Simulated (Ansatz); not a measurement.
# What AgF (model cell, started as layered BN type) distorts into, part 2 of 3

Wanted: the energy along a soft mode of AgF (model cell, started as layered BN type) and the structure at the end.

Ansatz 0.2.0; DFT PBEsol, scalar-relativistic, plane waves, PAW.

So far, highest frequency on the path or at a solved wavevector (cm⁻¹): step 2 (response at finite wavevector) 266. Also lowest frequency on the path (cm⁻¹): step 2 -28.3.

The structure was built from a prototype and need not be the compound's stable phase.

## Step 6: Relaxing from the distorted cell

Starting from the lowest point found, all atoms and the cell are let go, so that strain and other modes of the same symmetry can join in.

The input, input.yaml:

```yaml
crystal:
  lattice:
    - [-4.1018079834, 2.9963e-06, 0.0]
    - [0.0, 0.0, -4.8216818981]
    - [-5.1898e-06, -7.1045398301, 0.0]
  atoms:
    - { symbol: Ag, position: [0.5, 0.7077053637, 0.1666666667] }
    - { symbol: Ag, position: [0.0, 0.7922946363, 0.6666666667] }
    - { symbol: Ag, position: [0.0, 0.2077053637, 0.3333333333] }
    - { symbol: Ag, position: [0.5, 0.2922946363, 0.8333333333] }
    - { symbol: F, position: [0.0, 0.7043727677, 0.3333333333] }
    - { symbol: F, position: [0.5, 0.7956272323, 0.8333333333] }
    - { symbol: F, position: [0.5, 0.2043727677, 0.1666666667] }
    - { symbol: F, position: [0.0, 0.2956272323, 0.6666666667] }
kpoints:
  mp_grid: { grid: [8, 6, 6] }
hamiltonian:
  xc: pbesol
scf:
  occupations: { method: methfessel_paxton, width: 0.15 }
output:
  forces: true
  stress: true
  eigenvalues: true
  write_density: true
  write_potential: true
  elf: true
  volumetric_format: npy
relax:
  adjacent_minimum: "off"
  f_tol: 0.002
  max_steps: 120
  cell: { stress_tol: 0.03 }
```

On the command line:

```sh
$ ansatz run input.yaml --threads 4 --pin off --max-ram 7168MiB --backend cpu --events-out ev --progress --plain --runs-dir out
```

Numbers of over 12 decimals in the logs are rounded to 6 here.

The log of the run:

```text
[...]
Crystal: 8 atoms, lattice volume = 140.511 Å³
Basis set: ecut = 420 eV, 2707 PW (Γ), exchange–correlation on 60×72×96 points (8 copies of the dense FFT grid, shifted against one another)
Bands: 63, of which v1, the nominal top of the filled ones, is band 52 counted from 1 (51 counted from 0)
Symmetry: 8 space group operations
[...]
k-points: 80 of 288
[...]
SCF iter   1: F=—  HF=-33285.755819 eV  |F-HF|=—  |Δ(HF+E_count)|=         —  Δρ=1.43e-2  dr2=1.95e-1  ethr=1.77e-3  ⟨swp⟩=5.2  Hψ=15682  notcnv=0  defer=57
[...]
SCF iter   7: F=-33285.708027 eV  HF=-33285.708027 eV  |F-HF|=4.21e-9  |Δ(HF+E_count)|=   1.51e-9  S|Δr|=    0.00e0  Δρ=2.51e-6  dr2=8.28e-9  ethr=8.07e-11  ⟨swp⟩=5.1  Hψ=27932  notcnv=0
SCF 1 converged in 7 iterations: F = -33285.708027 eV  dr2 = 8.28e-9
[...]
relax step   1: F+E_penalty+E_count = -33285.70802727 eV  Δ(F+E_penalty+E_count) = +0.000e0 eV  max|allowed force component| = 1.004e-1 eV/Å  Δτ_max = 0.0000 Å  P = -0.547 GPa  Ω = 140.511 Å³  (7 SCF iters, dr2 threshold 1.00e-7 eV, accepted)
Crystal: 8 atoms, lattice volume = 139.190 Å³
Basis set: ecut = 420 eV, 2703 PW (Γ), exchange–correlation on 60×72×96 points (8 copies of the dense FFT grid, shifted against one another)
[...]
SCF iter   6: F=-33285.729101 eV  HF=-33285.729102 eV  |F-HF|=4.66e-7  |Δ(HF+E_count)|=   2.54e-6  S|Δr|=    0.00e0  Δρ=3.07e-5  dr2=7.23e-7  ethr=7.69e-10  ⟨swp⟩=7.0  Hψ=32780  notcnv=0
SCF 2 converged in 6 iterations: F = -33285.729101 eV  dr2 = 7.23e-7
relax step   2: F+E_penalty+E_count = -33285.72910118 eV  Δ(F+E_penalty+E_count) = -2.107e-2 eV  max|allowed force component| = 7.482e-2 eV/Å  Δτ_max = 0.0355 Å  P = -0.048 GPa  Ω = 139.190 Å³  energy of the carried Pulay correction = +3.327e-3 eV  (6 SCF iters, dr2 threshold 8.00e-7 eV, accepted)
Crystal: 8 atoms, lattice volume = 135.715 Å³
Basis set: ecut = 420 eV, 2645 PW (Γ), exchange–correlation on 60×72×96 points (8 copies of the dense FFT grid, shifted against one another)
[...]
SCF iter   8: F=-33285.686383 eV  HF=-33285.686383 eV  |F-HF|=1.72e-8  |Δ(HF+E_count)|=   1.44e-7  S|Δr|=    0.00e0  Δρ=4.90e-6  dr2=2.68e-8  ethr=3.36e-10  ⟨swp⟩=13.8  Hψ=35326  notcnv=0
SCF 3 converged in 8 iterations: F = -33285.686383 eV  dr2 = 2.68e-8
[...]
relax step   3: F+E_penalty+E_count = -33285.68638279 eV  Δ(F+E_penalty+E_count) = +4.272e-2 eV  max|allowed force component| = 4.248e-1 eV/Å  Δτ_max = 0.1922 Å  P = +1.488 GPa  Ω = 135.715 Å³  energy of the carried Pulay correction = +1.224e-2 eV  (8 SCF iters, dr2 threshold 3.50e-7 eV, rejected (line search))
[... from here on, the SCF cycles and remarks between the steps are left out ...]
relax step   4: F+E_penalty+E_count = -33285.75697053 eV  Δ(F+E_penalty+E_count) = -2.787e-2 eV  max|allowed force component| = 4.323e-2 eV/Å  Δτ_max = 0.0724 Å  P = -0.153 GPa  Ω = 138.887 Å³  energy of the carried Pulay correction = +4.097e-3 eV  (9 SCF iters, accepted)
relax step   5: F+E_penalty+E_count = -33285.76761857 eV  Δ(F+E_penalty+E_count) = -1.065e-2 eV  max|allowed force component| = 2.349e-2 eV/Å  Δτ_max = 0.0611 Å  P = -0.075 GPa  Ω = 138.355 Å³  energy of the carried Pulay correction = +5.448e-3 eV  (7 SCF iters, dr2 threshold 2.03e-7 eV, accepted)
relax step   6: F+E_penalty+E_count = -33285.77889164 eV  Δ(F+E_penalty+E_count) = -1.127e-2 eV  max|allowed force component| = 6.099e-2 eV/Å  Δτ_max = 0.1012 Å  P = -0.218 GPa  Ω = 137.352 Å³  energy of the carried Pulay correction = +8.012e-3 eV  (7 SCF iters, dr2 threshold 9.39e-8 eV, accepted)
relax step   7: F+E_penalty+E_count = -33285.80771659 eV  Δ(F+E_penalty+E_count) = -2.882e-2 eV  max|allowed force component| = 1.093e-1 eV/Å  Δτ_max = 0.1359 Å  P = -0.661 GPa  Ω = 134.909 Å³  energy of the carried Pulay correction = +1.434e-2 eV  (6 SCF iters, dr2 threshold 8.00e-7 eV, accepted)
relax step   8: F+E_penalty+E_count = -33285.85804618 eV  Δ(F+E_penalty+E_count) = -5.033e-2 eV  max|allowed force component| = 1.755e-1 eV/Å  Δτ_max = 0.1692 Å  P = -1.101 GPa  Ω = 130.817 Å³  energy of the carried Pulay correction = +2.518e-2 eV  (7 SCF iters, dr2 threshold 8.00e-7 eV, accepted)
relax step   9: F+E_penalty+E_count = -33285.97908569 eV  Δ(F+E_penalty+E_count) = -1.210e-1 eV  max|allowed force component| = 1.450e-1 eV/Å  Δτ_max = 0.1940 Å  P = +1.636 GPa  Ω = 122.156 Å³  energy of the carried Pulay correction = +4.926e-2 eV  (7 SCF iters, dr2 threshold 8.00e-7 eV, accepted)
relax step  10: F+E_penalty+E_count = -33286.07005317 eV  Δ(F+E_penalty+E_count) = -9.097e-2 eV  max|allowed force component| = 1.075e-1 eV/Å  Δτ_max = 0.1943 Å  P = -1.714 GPa  Ω = 122.114 Å³  energy of the carried Pulay correction = +4.938e-2 eV  (7 SCF iters, dr2 threshold 8.00e-7 eV, accepted)
relax step  11: F+E_penalty+E_count = -33286.19559608 eV  Δ(F+E_penalty+E_count) = -1.255e-1 eV  max|allowed force component| = 1.356e-1 eV/Å  Δτ_max = 0.1950 Å  P = +0.187 GPa  Ω = 114.818 Å³  energy of the carried Pulay correction = +7.094e-2 eV  (7 SCF iters, dr2 threshold 8.00e-7 eV, accepted)
relax step  12: F+E_penalty+E_count = -33286.24283307 eV  Δ(F+E_penalty+E_count) = -4.724e-2 eV  max|allowed force component| = 1.223e-1 eV/Å  Δτ_max = 0.1934 Å  P = +0.851 GPa  Ω = 111.838 Å³  energy of the carried Pulay correction = +8.011e-2 eV  (8 SCF iters, dr2 threshold 8.00e-7 eV, accepted)
relax step  13: F+E_penalty+E_count = -33286.27063086 eV  Δ(F+E_penalty+E_count) = -2.780e-2 eV  max|allowed force component| = 6.259e-3 eV/Å  Δτ_max = 0.0572 Å  P = -0.162 GPa  Ω = 112.904 Å³  energy of the carried Pulay correction = +7.681e-2 eV  (6 SCF iters, dr2 threshold 8.00e-7 eV, accepted)
relax step  14: F+E_penalty+E_count = -33286.27235517 eV  Δ(F+E_penalty+E_count) = -1.724e-3 eV  max|allowed force component| = 4.712e-3 eV/Å  Δτ_max = 0.0112 Å  P = +0.054 GPa  Ω = 112.541 Å³  energy of the carried Pulay correction = +7.793e-2 eV  (6 SCF iters, dr2 threshold 2.88e-7 eV, accepted)
relax step  15: F+E_penalty+E_count = -33286.27232281 eV  Δ(F+E_penalty+E_count) = +3.236e-5 eV  max|allowed force component| = 4.975e-4 eV/Å  Δτ_max = 0.0048 Å  P = +0.001 GPa  Ω = 112.576 Å³  energy of the carried Pulay correction = +7.782e-2 eV  (6 SCF iters, dr2 threshold 1.41e-8 eV, accepted)
relax step  16: F+E_penalty+E_count = -33286.30244220 eV  Δ(F+E_penalty+E_count) = -3.012e-2 eV  max|allowed force component| = 2.323e-4 eV/Å  Δτ_max = 0.0000 Å  P = +0.309 GPa  Ω = 112.576 Å³  stress off target by 1.34e0 GPa  SCF on the basis re-selected at this cell (its energy is not comparable with the rows above)  (8 SCF iters)
relax step  17: F+E_penalty+E_count = -33286.31746488 eV  Δ(F+E_penalty+E_count) = -1.502e-2 eV  max|allowed force component| = 1.270e-2 eV/Å  Δτ_max = 0.0267 Å  P = +0.110 GPa  Ω = 112.244 Å³  energy of the carried Pulay correction = +1.808e-3 eV  (6 SCF iters, dr2 threshold 8.00e-7 eV, accepted)
relax step  18: F+E_penalty+E_count = -33286.31850141 eV  Δ(F+E_penalty+E_count) = -1.037e-3 eV  max|allowed force component| = 5.633e-3 eV/Å  Δτ_max = 0.0138 Å  P = +0.068 GPa  Ω = 112.280 Å³  energy of the carried Pulay correction = +1.875e-3 eV  (6 SCF iters, dr2 threshold 2.33e-7 eV, accepted)
relax step  19: F+E_penalty+E_count = -33286.31805996 eV  Δ(F+E_penalty+E_count) = +4.415e-4 eV  max|allowed force component| = 1.887e-3 eV/Å  Δτ_max = 0.0070 Å  P = -0.040 GPa  Ω = 112.451 Å³  energy of the carried Pulay correction = +1.364e-3 eV  (6 SCF iters, dr2 threshold 2.21e-8 eV, accepted)
relax step  20: F+E_penalty+E_count = -33286.31833206 eV  Δ(F+E_penalty+E_count) = -2.721e-4 eV  max|allowed force component| = 2.564e-4 eV/Å  Δτ_max = 0.0012 Å  P = +0.008 GPa  Ω = 112.374 Å³  energy of the carried Pulay correction = +1.620e-3 eV  (6 SCF iters, dr2 threshold 7.59e-9 eV, accepted)
relax step  21: F+E_penalty+E_count = -33286.31986819 eV  Δ(F+E_penalty+E_count) = -1.536e-3 eV  max|allowed force component| = 2.803e-4 eV/Å  Δτ_max = 0.0000 Å  P = +0.025 GPa  Ω = 112.374 Å³  stress off target by 2.05e-1 GPa  SCF on the basis re-selected at this cell (its energy is not comparable with the rows above)  (6 SCF iters)
relax step  22: F+E_penalty+E_count = -33286.32091613 eV  Δ(F+E_penalty+E_count) = -1.048e-3 eV  max|allowed force component| = 1.144e-3 eV/Å  Δτ_max = 0.0052 Å  P = +0.023 GPa  Ω = 112.340 Å³  energy of the carried Pulay correction = +1.964e-4 eV  (6 SCF iters, dr2 threshold 1.05e-7 eV, accepted)
relax step  23: F+E_penalty+E_count = -33286.32081140 eV  Δ(F+E_penalty+E_count) = +1.047e-4 eV  max|allowed force component| = 3.065e-4 eV/Å  Δτ_max = 0.0020 Å  P = +0.001 GPa  Ω = 112.383 Å³  energy of the carried Pulay correction = +7.116e-5 eV  (6 SCF iters, dr2 threshold 3.94e-9 eV, accepted)
relax step  24: F+E_penalty+E_count = -33286.32114845 eV  Δ(F+E_penalty+E_count) = -3.370e-4 eV  max|allowed force component| = 2.414e-4 eV/Å  Δτ_max = 0.0000 Å  P = +0.002 GPa  Ω = 112.383 Å³  stress off target by 5.89e-2 GPa  SCF on the basis re-selected at this cell (its energy is not comparable with the rows above)  (6 SCF iters)
relax step  25: F+E_penalty+E_count = -33286.32122900 eV  Δ(F+E_penalty+E_count) = -8.055e-5 eV  max|allowed force component| = 5.051e-4 eV/Å  Δτ_max = 0.0018 Å  P = +0.001 GPa  Ω = 112.393 Å³  energy of the carried Pulay correction = -1.658e-5 eV  (6 SCF iters, dr2 threshold 8.68e-9 eV, accepted)
[...]
SCF iter   6: F=-33286.321222 eV  HF=-33286.321222 eV  |F-HF|=7.28e-12  |Δ(HF+E_count)|=  7.28e-12  S|Δr|=    0.00e0  Δρ=7.13e-8  dr2=4.71e-12  ethr=1.00e-12  ⟨swp⟩=5.0  Hψ=18643  notcnv=0
SCF 26 converged in 6 iterations: F = -33286.321222 eV  dr2 = 4.71e-12
relax step  26: F+E_penalty+E_count = -33286.32122172 eV  Δ(F+E_penalty+E_count) = +7.274e-6 eV  max|allowed force component| = 4.814e-4 eV/Å  Δτ_max = 0.0000 Å  P = +0.001 GPa  Ω = 112.393 Å³  stress off target by 2.57e-2 GPa  SCF on the basis re-selected at this cell (its energy is not comparable with the rows above)  (6 SCF iters)
basis re-selected at this cell: Δ(F+E_penalty+E_count) = +7.274e-6 eV, ΔP = +0.000 GPa vs the last step (what re-selecting the basis moved, of the pressure what is left beyond the Pulay correction that the steps carried, after the strain that the cell walked since its last selection, with what the two solves' SCF thresholds leave and, on support functions, any second-order correction that the steps lacked; it is no m [...]
SCF converged after 6 iterations
[...]
Free energy (F): -33286.321222 eV
[...]
Internal energy: -33286.324934 eV  (E = F + TS)
E sigma→0 (E₀):  -33286.322150 eV
Entropy (-TS):   0.003713 eV (0.464 meV/atom)
Fermi energy:    10.101336 eV
[...]
--- Forces (eV/Å), atoms counted from 1 ---
  atom   1  Ag    -0.00000000    -0.00007721     0.00002360
  atom   2  Ag    -0.00000000    -0.00007721    -0.00002360
  atom   3  Ag     0.00000000     0.00007721     0.00002360
  atom   4  Ag     0.00000000     0.00007721    -0.00002360
  atom   5  F     -0.00000000    -0.00048142     0.00000511
  atom   6  F     -0.00000000    -0.00048142    -0.00000511
  atom   7  F      0.00000000     0.00048142     0.00000511
  atom   8  F      0.00000000     0.00048142    -0.00000511
  max |Σ_I F_I| component: 0.00e0 eV/Å
--- Stress (GPa, compression-positive) ---
        0.021026      -0.000000       0.000000
       -0.000000      -0.025706       0.000000
        0.000000       0.000000       0.008378
  P = ⅓ Tr σ = 0.0012 GPa (0.012 kbar)
--- Band table (eV; the first three rows and the last of 80) ---
  k-point 0: bands = [... 48 lower, 8.8512, 8.8663, 9.1204, 9.2079, 9.2789, 14.3140, 15.7689, 16.1381, ... 7 higher]
  k-point 1: bands = [... 48 lower, 8.8444, 9.0818, 9.1911, 9.2673, 9.7256, 13.9909, 15.9967, 16.2857, ... 7 higher]
  k-point 2: bands = [... 48 lower, 9.2101, 9.3290, 9.3739, 9.3955, 10.8413, 13.1820, 16.5583, 16.6657, ... 7 higher]
  k-point 79: bands = [... 48 lower, 10.1105, 10.1105, 10.1105, 10.1105, 14.5122, 14.5122, 14.5122, 14.5122, ... 7 higher]
--- Relaxed structure (22 steps of the walk, 21 accepted, 4 SCFs on fresh bases) ---
  F+E_penalty+E_count = -33286.32122172 eV   max|allowed force component| = 4.814e-4 eV/Å   (the final SCF, on the basis selected at the relaxed cell)
  cell:  # Å, volume = 112.3925 Å³
    - [-4.674724, 3.4148240860501437e-6, 0]
    - [0, 0, -4.813412]
    - [-3.6487206839684615e-6, -4.994917, 0]
  atoms:
    - { symbol: Ag, position: [0.5, 0.750003, 0.172133] }
    - { symbol: Ag, position: [0, 0.749997, 0.672133] }
    - { symbol: Ag, position: [0, 0.250003, 0.327867] }
    - { symbol: Ag, position: [0.5, 0.249997, 0.827867] }
    - { symbol: F, position: [0, 0.750003, 0.168744] }
    - { symbol: F, position: [0.500000, 0.749997, 0.668744] }
    - { symbol: F, position: [0.500000, 0.250003, 0.331256] }
    - { symbol: F, position: [0, 0.249997, 0.831256] }
```

It took 4.5 min on 4 threads of Arm Neoverse V2, shared host; peak memory 0.84 GiB.

Relaxation path (22 of 26):

```csv
step,energy less that of the first step (eV),largest force component (eV/Å),pressure (GPa),volume (Å³)
1,0.0000,0.1004,-0.55,140.51
2,-0.0211,0.0748,-0.05,139.19
3,0.0216,0.4248,1.49,135.71
5,-0.0596,0.0235,-0.07,138.36
6,-0.0709,0.0610,-0.22,137.35
7,-0.0997,0.1093,-0.66,134.91
8,-0.1500,0.1755,-1.10,130.82
9,-0.2711,0.1450,1.64,122.16
11,-0.4876,0.1356,0.19,114.82
12,-0.5348,0.1223,0.85,111.84
13,-0.5626,0.0063,-0.16,112.90
14,-0.5643,0.0047,0.05,112.54
15,-0.5643,0.0005,0.00,112.58
16*,-0.5944,0.0002,0.31,112.58
18,-0.6105,0.0056,0.07,112.28
19,-0.6100,0.0019,-0.04,112.45
20,-0.6103,0.0003,0.01,112.37
21*,-0.6118,0.0003,0.02,112.37
22,-0.6129,0.0011,0.02,112.34
24*,-0.6131,0.0002,0.00,112.38
25,-0.6132,0.0005,0.00,112.39
26*,-0.6132,0.0005,0.00,112.39
```

Relaxation steps marked * repeat the geometry before them on a plane-wave basis chosen anew for their cell, so energy and pressure can jump there. Other such steps can lie between the rows shown. Relaxation step 3 was tried and not accepted.

Forces are held to the 8 operations that the run works with; a distortion that breaks them can't arise in this run.

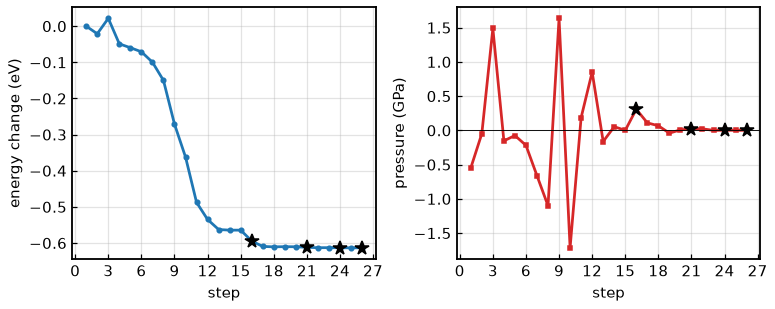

Energy and pressure along the relaxation. Stars mark steps on a basis chosen anew.

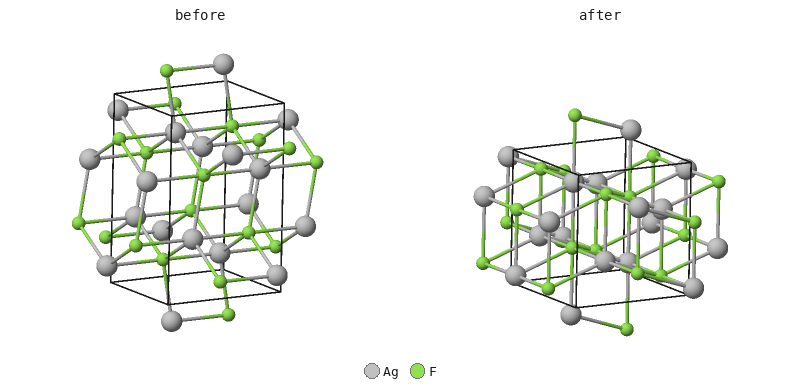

The structure before and after the relaxation, drawn at the same scale.

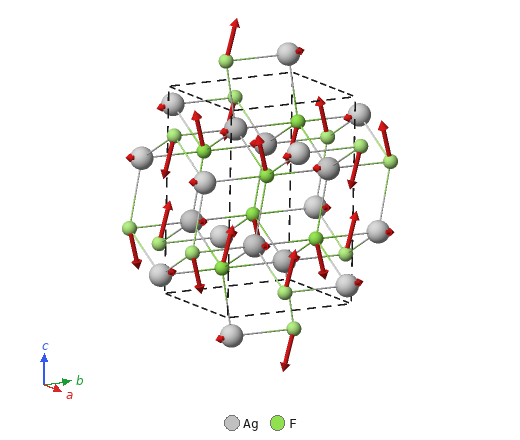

Displacements in the relaxation, exaggerated, measured against the changing cell; the longest in the cell stands for 0.85 Å. Some periodic images of atoms are drawn too.

```csv
cell as run,before,after,change
a (Å),4.102,4.675,+14.0 %
b (Å),4.822,4.813,-0.2 %
c (Å),7.105,4.995,-29.7 %
volume (Å³/atom),17.56,14.05,-20.0 %
```

The atoms that moved most (Å, as changes of fractional coordinates times the final cell):

```csv
atom,dx,dy,dz,length
F5,0.000,0.822,-0.220,0.851
F6,0.000,0.822,0.220,0.851
F7,0.000,-0.822,-0.220,0.851
F8,0.000,-0.822,0.220,0.851
Ag4,0.000,0.027,0.204,0.205
Ag3,0.000,0.027,-0.204,0.205
Ag1,0.000,-0.027,-0.204,0.205
Ag2,0.000,-0.027,0.204,0.205
```

The relaxed structure:

```xyz
8
Lattice="-4.6747 0.0000 0.0000 0.0000 0.0000 -4.8134 0.0000 -4.9949 0.0000" Properties=species:S:1:pos:R:3 pbc="T T T"
Ag   -2.3374   -0.8598   -3.6101
Ag    0.0000   -3.3572   -3.6100
Ag    0.0000   -1.6377   -1.2034
Ag   -2.3374   -4.1351   -1.2033
F     0.0000   -0.8429   -3.6101
F    -2.3374   -3.3403   -3.6100
F    -2.3374   -1.6546   -1.2034
F     0.0000   -4.1521   -1.2033
```

Numbers from this step:

```yaml
pressure: 0.001233 GPa
volume_per_atom: 14.05 Å³
```

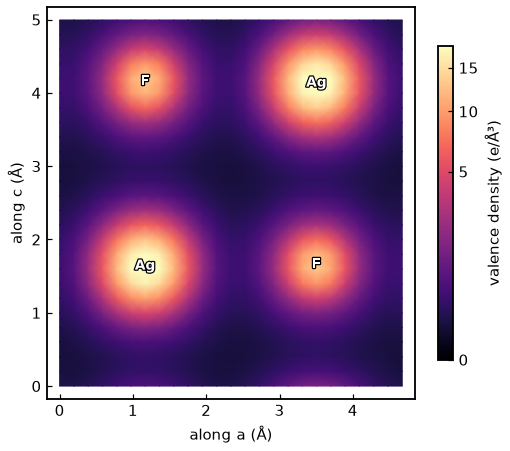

Valence density in the ac plane at fractional y = 0.250, with atoms of Ag and F within 0.2 Å of it. It is the smooth field of the valence electrons, not physical close to the nuclei. The map starts off the cell's origin, so that atoms lie inside it. The colour scale is stretched toward low values.

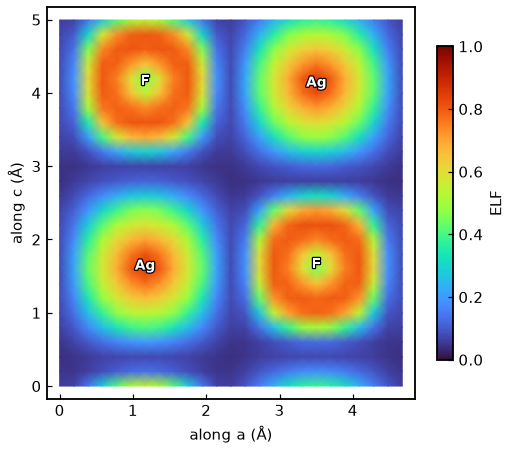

ELF in the ac plane at fractional y = 0.250, with atoms of Ag and F within 0.2 Å of it. It is the smooth field of the valence electrons, not physical close to the nuclei. The map starts off the cell's origin, so that atoms lie inside it.

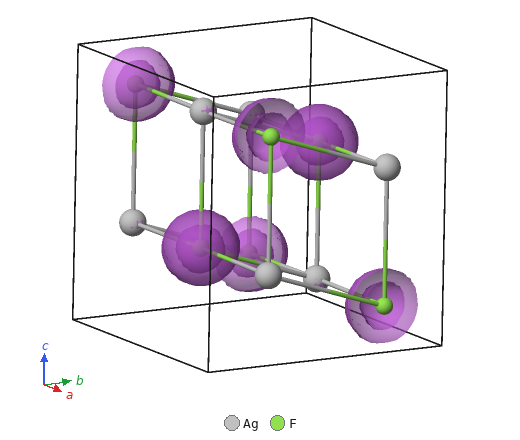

Surface of ELF = 0.78.

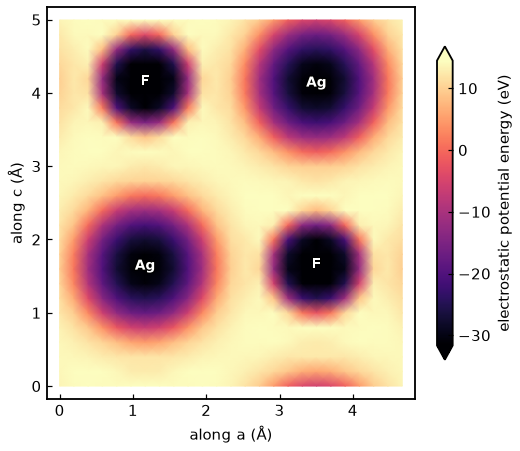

Electrostatic potential energy in the ac plane at fractional y = 0.250, with atoms of Ag and F within 0.2 Å of it. With pseudopotentials it is smooth inside the atoms' cores, unlike the true potential. The map starts off the cell's origin, so that atoms lie inside it.

The distorted start has space group Pnnm; the relaxation ends in Cmcm.

(Part 2 of 3 ends here.)

[Logs are printed without paths, hosts, clocks, repeated set-up lines and the standing remarks that a program may print on its own settings, such as how far it seeks lower states.]

[Hosts, paths, dates, database ids (printed as entryN), source tags and the programs' standing remarks are cut or masked in the printed files.]
